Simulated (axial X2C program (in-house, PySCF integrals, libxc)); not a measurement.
# SbN⁺: from the state search to constants, part 1 of 2

What are the state, bond length, wavenumber and bond energy of SbN⁺, and what does spin–orbit coupling change?

Computed with an in-house X2C program for linear molecules on PySCF integrals. Level: all-electron X2C, Sb dyall-cv3z, N dyall-av3z.

All values are calculated.

## (1) The job

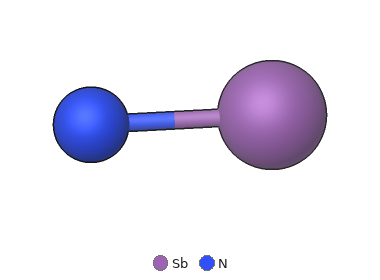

The two atoms at 1.930 Å (antimony purple, nitrogen blue).

The input, task.json:

```json
{"zs": [51, 7], "q": 1, "bas": ["dyall-cv3z", "dyall-av3z"], "levels": ["PBE0", "HF", "B97-3"], "cc": true, "r0": 1.93, "thr": -1.0, "nmax": 90, "npts": 10, "nst": 2, "ntry": 6}
```

Keys: zs atomic numbers; q charge; bas basis sets; levels methods (HF also brings MP2); cc coupled cluster on or off; r0 starting distance in Å; thr threshold in hartree for freezing inner shells (an s shell follows its p shell); nmax most natural virtual spinors; npts points asked for on the curve; nst determinants followed; ntry starts of the search.

The run is started by

```sh
$ python so2c.py task.json out
```

Spin-free means the one-electron spin-free X2C Hamiltonian; two-component (2c) means X2C with spin–orbit coupling and atomic mean-field two-electron Coulomb and Gaunt terms. Basis: Sb dyall-cv3z contracted to [11s12p8d4f1g], N dyall-av3z contracted to [7s7p3d2f]; Gaussian nuclei, density fitting. Masses: Sb 120.904 u, N 14.003 u.

Notation: σ, π±, δ± give the projection m of an orbital's angular momentum (0, ±1, ±2), α and β its spin, Λ and M_S the sums; ω is the projection of a spinor's total angular momentum and Ω the sum. Logs are in hartree.

The results follow Hamiltonian by Hamiltonian and level by level.

## (2) Which state to follow

Determinants are compared with PBE0 at 1.930 Å.

Spin-free determinants:

| ΔE (eV) | state | open shells |
| --- | --- | --- |
| 0.00 | M_S = 1/2, Λ = 1 | beyond closed shells: π+α, π+β, π-α |
| 0.20 | M_S = 1/2, Λ = 0 | beyond closed shells: σα |
| 1.37 | M_S = 3/2, Λ = 1 | beyond closed shells: 2 × π+α, π-α |
| 2.02 | M_S = 3/2, Λ = 2 | beyond closed shells: σα, 2 × π+α, π+β, π-α |
| 2.02 | M_S = 3/2, Λ = 0 | beyond closed shells: σα, π+α, π+β, 2 × π-α |
| 2.71 | M_S = 1/2, Λ = 0 | beyond closed shells: σβ, π+α, π+β, 2 × π-α |

Two-component determinants:

```json
{"ΔE (eV)": "0.00", "state": "Ω = 3/2", "open shells": "excess of +ω over −ω: ω = 3/2"}
{"ΔE (eV)": "0.29", "state": "Ω = 1/2", "open shells": "excess of +ω over −ω: ω = 1/2"}
{"ΔE (eV)": "1.34", "state": "Ω = 1/2", "open shells": "excess of +ω over −ω: 2 × ω = -1/2, ω = 3/2"}
{"ΔE (eV)": "1.74", "state": "Ω = 5/2", "open shells": "excess of +ω over −ω: ω = -1/2, 2 × ω = 3/2"}
{"ΔE (eV)": "2.33", "state": "Ω = 7/2", "open shells": "excess of +ω over −ω: ω = 1/2, 2 × ω = 3/2"}
{"ΔE (eV)": "2.50", "state": "Ω = 3/2", "open shells": "excess of +ω over −ω: ω = 3/2"}
{"ΔE (eV)": "2.66", "state": "Ω = 5/2", "open shells": "excess of +ω over −ω: 2 × ω = 1/2, ω = 3/2"}
```

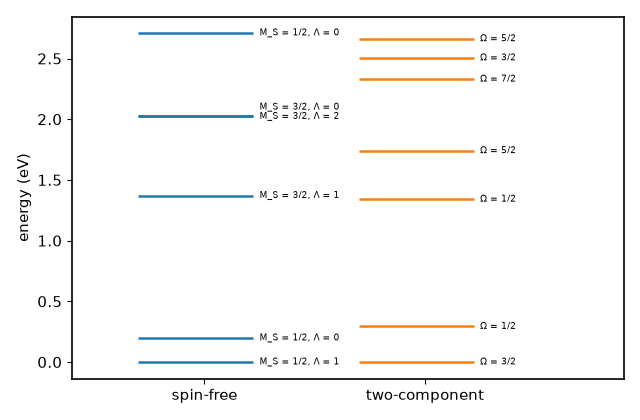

The determinants found, each set from its own lowest.

## (3) PBE0, spin-free

State followed: M_S = 1/2, Λ = 1 (beyond closed shells: π+α, π+β, π-α). The scan is laid around 1.940 Å, a first estimate of the minimum, and this SCF restarts from the orbitals of the search.

The SCF at the reference distance of 1.940 Å:

```text
spin-free X2C-1e  PBE0
basis functions 181  fitting functions 940  grid points 5078
iter        total energy     max residual
   1      -6534.515144507     1.77e+00
   2      -6534.795180162     5.79e-03
   3      -6534.794910166     6.75e-03
   4      -6534.795192491     5.09e-03
   5      -6534.795435453     1.06e-03
   6      -6534.795445184     1.96e-04
   7      -6534.795446057     1.14e-04
   8      -6534.795446733     9.42e-05
   9      -6534.795447240     1.28e-05
  10      -6534.795447255     1.43e-06
  11      -6534.795447255     2.96e-07
converged
one-electron -9151.42729141  Coulomb 2697.54660328  exact exchange -43.89984755  xc functional -134.39442926  nuclear repulsion 97.37951768
```

Along the bond, energies from the lowest point:

```
R (Å)  E (eV)  μ (D)  HOMO (eV)  LUMO (eV)  iterations
1.688  0.9421  -2.15     -15.07     -12.96          13
1.765  0.3333  -2.19     -15.02     -12.67          13
1.824  0.1022  -2.17     -14.71     -12.48          14
1.882  0.0053  -2.11     -14.45     -12.32          14
1.940  0.0000  -2.01     -14.23     -12.19          11
2.008  0.0691  -1.89     -14.05     -12.06          14
2.076  0.1906  -1.79     -13.92     -11.95          14
2.163  0.3934  -1.69     -13.82     -11.85          14
2.270  0.6762  -1.58     -13.74     -11.75          14
2.425  1.0881  -1.37     -13.67     -11.66          14
```

Dipoles are positive if N is the positive end and refer to the centre of mass.

Outer orbitals at the reference distance:

```csv
symmetry,occupied,ε (eV),atomic character
σα,yes,-29.58,"69% N s, 10% Sb s, 8% Sb p"
σβ,yes,-27.36,"60% N s, 18% Sb s, 8% Sb p"
σα,yes,-21.10,"56% Sb s, 21% N p, 12% N s"
σβ,yes,-20.93,"50% Sb s, 18% N s, 15% N p"
π+α,yes,-16.17,"80% N p, 14% Sb p, 3% Sb d"
π-α,yes,-16.17,"80% N p, 14% Sb p, 3% Sb d"
σα,yes,-15.49,"57% N p, 28% Sb p, 8% Sb s"
σβ,yes,-14.89,"58% N p, 28% Sb p, 8% N s"
π+β,yes,-14.23,"60% Sb p, 34% N p, 5% N d"
π-β,no,-12.19,"63% Sb p, 30% N p, 5% N d"
π+α,no,-10.22,"71% Sb p, 16% N p, 7% N d"
π-α,no,-10.22,"71% Sb p, 16% N p, 7% N d"
π+β,no,-9.24,"57% N p, 26% Sb p, 10% Sb d"
```

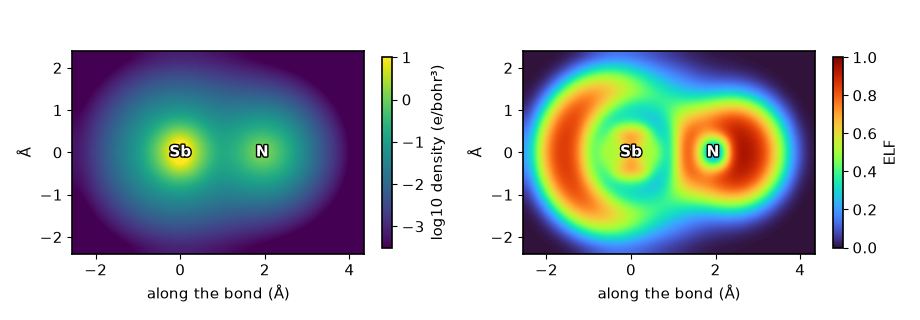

PBE0 fields in a plane through the axis, from a grid of 0.3 Å; Sb lies at z = 0 and N at z = 1.940 Å; the ELF is damped to zero where the density is low.

Re = 1.914 Å, ωe = 679 cm⁻¹, ωexe = 5.71 cm⁻¹, Be = 0.3666 cm⁻¹, De = 2.29 eV, μ = -2.06 D. ⟨S²⟩ = 1.00 against 0.75 for a pure state, so this determinant mixes spins.

## (4) HF, spin-free

Output at 1.940 Å:

```text
spin-free X2C-1e  HF
basis functions 181  fitting functions 940  grid points 5078
iter        total energy     max residual
   1      -6532.100560643     4.02e-01
   2      -6532.134553848     2.32e-02
   3      -6532.142588408     1.79e-02
   4      -6532.147327229     1.42e-02
   5      -6532.150617781     6.95e-03
   6      -6532.151795238     9.11e-04
   7      -6532.151810732     6.89e-04
   8      -6532.151826770     4.01e-04
   9      -6532.151834584     2.97e-04
  10      -6532.151839825     9.96e-05
  11      -6532.151840754     3.29e-05
  12      -6532.151840822     8.00e-06
  13      -6532.151840824     6.44e-06
  14      -6532.151840825     1.15e-06
converged
one-electron -9150.42792612  Coulomb 2696.67889122  exact exchange -175.78232360  xc functional 0.00000000  nuclear repulsion 97.37951768
```

No constants are quoted: the dipole of the solution doesn't run smoothly along the scan, a sign that its character may change, so the fit is set aside.

## (5) B97-3, spin-free

The SCF at the reference distance of 1.940 Å:

```text
spin-free X2C-1e  B97-3
basis functions 181  fitting functions 940  grid points 5078
iter        total energy     max residual
   1      -6534.819200771     5.15e-02
   2      -6534.819214429     9.24e-03
   3      -6534.814715782     2.34e-02
   4      -6534.819962405     8.75e-04
   5      -6534.819985862     7.32e-04
   6      -6534.820011010     4.91e-04
   7      -6534.820037360     1.32e-04
   8      -6534.820039187     5.09e-05
   9      -6534.820039409     1.98e-05
  10      -6534.820039445     4.40e-06
  11      -6534.820039446     6.23e-07
converged
one-electron -9151.43863767  Coulomb 2697.55675188  exact exchange -47.28474137  xc functional -131.03292997  nuclear repulsion 97.37951768
```

Re = 1.906 Å, ωe = 715 cm⁻¹, ωexe = 8.02 cm⁻¹, Be = 0.3697 cm⁻¹, De = 2.36 eV, μ = -2.29 D. ⟨S²⟩ = 0.91 against 0.75 for a pure state, so this determinant mixes spins.

## (6) MP2 and beyond, spin-free

Correlated methods: 9 electrons correlated (frozen shells, counted by type: Sb 4 s, 3 p, 2 d; N 1 s), 259 virtual spinors in MP2, 90 natural virtuals in coupled cluster.

Output of the correlated part at 1.940 Å:

```text
correlated 9  virtual 259  natural virtual 90  E(MP2) -0.207061082  MP2 remainder -0.006517709
iter   CCSD correlation   residual
   1     -0.218816192   1.29e-01
   2     -0.228245780   7.27e-02
   3     -0.233025009   5.05e-02
   4     -0.237002792   3.89e-02
   5     -0.240444882   2.35e-02
   6     -0.241158085   9.96e-03
   7     -0.241390880   4.93e-03
   8     -0.241448033   2.34e-03
   9     -0.241408393   1.15e-03
  10     -0.241429592   6.07e-04
  11     -0.241415861   3.56e-04
  12     -0.241426626   1.66e-04
  13     -0.241427176   7.71e-05
  14     -0.241429477   3.71e-05
  15     -0.241429967   1.39e-05
  16     -0.241430121   6.78e-06
  17     -0.241430254   2.90e-06
  18     -0.241430306   1.06e-06
  19     -0.241430321   4.52e-07
(T) -0.013360702  T1 0.1129  D1 0.2710  max T2 0.130
```

T1 in the output is the amplitude norm over the root of the electron number; divide by √2 for the Lee–Taylor value.

MP2: No constants are quoted: the dipole of the HF reference doesn't run smoothly along the scan, a sign that its character may change, so the fit is set aside.

CCSD: No constants are quoted: the dipole of the HF reference doesn't run smoothly along the scan, a sign that its character may change, so the fit is set aside.

CCSD(T): No constants are quoted: the dipole of the HF reference doesn't run smoothly along the scan, a sign that its character may change, so the fit is set aside.

## (7) A higher determinant, spin-free

State: M_S = 1/2, Λ = 0 (beyond closed shells: σα).

Output at the reference distance:

```text
spin-free X2C-1e  PBE0
basis functions 181  fitting functions 940  grid points 5078
iter        total energy     max residual
   1      -6534.510879532     1.75e+00
   2      -6534.787176723     6.25e-03
   3      -6534.786808707     7.01e-03
   4      -6534.787057083     6.40e-03
   5      -6534.787441337     1.17e-03
   6      -6534.787452966     2.76e-04
   7      -6534.787453915     2.31e-04
   8      -6534.787454606     1.08e-04
   9      -6534.787455255     1.96e-05
  10      -6534.787455267     3.49e-06
  11      -6534.787455267     8.98e-07
converged
one-electron -9151.37165500  Coulomb 2697.49042272  exact exchange -43.89848453  xc functional -134.38725613  nuclear repulsion 97.37951768
```

```
R (Å)  E above the lowest PBE0 point (eV)
1.688                               0.315
1.765                               0.047
1.824                               0.024
1.882                               0.094
1.940                               0.217
2.008                               0.395
2.076                               0.584
2.163                               0.822
2.270                               1.081
```

Re = 1.805 Å, ωe = 827 cm⁻¹, Be = 0.4123 cm⁻¹, μ = -1.98 D. ⟨S²⟩ = 0.97 against 0.75 for a pure state, so this determinant mixes spins. Te = 0.03 eV. As a difference of two determinants it need not be a gap between pure terms.

## (8) The spin-free curves together

Energy (eV) of the followed determinant, spin-free, from each level's lowest point:

```
R (Å)   PBE0  HF (dipole not smooth)  MP2 (HF's dipole not smooth)  CCSD (HF's dipole not smooth)  CCSD(T) (HF's dipole not smooth)  B97-3
1.688  0.942                   1.530                         1.062                            n/a                               n/a  0.943
1.765  0.333                   0.762                         0.483                          0.387                             0.380  0.325
1.824  0.102                   0.400                         0.219                          0.132                             0.120  0.092
1.882  0.005                   0.173                         0.066                          0.017                             0.008  0.000
1.940  0.000                   0.050                         0.000                          0.000                             0.000  0.005
2.008  0.069                   0.000                         0.013                          0.061                             0.078  0.089
2.076  0.191                   0.014                         0.111                          0.176                             0.211  0.222
2.163  0.393                   0.063                         0.356                          0.368                             0.424  0.435
2.270  0.676                   0.095                         0.688                            n/a                               n/a  0.724
2.425  1.088                   0.070                         0.993                            n/a                               n/a  1.139
```

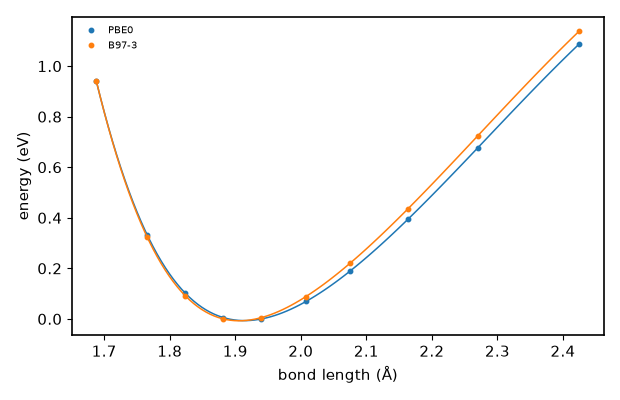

Curves of the followed state, spin-free, each from its own lowest point. Left out: HF, MP2, CCSD, CCSD(T).

(Continued in part 2 of 2.)
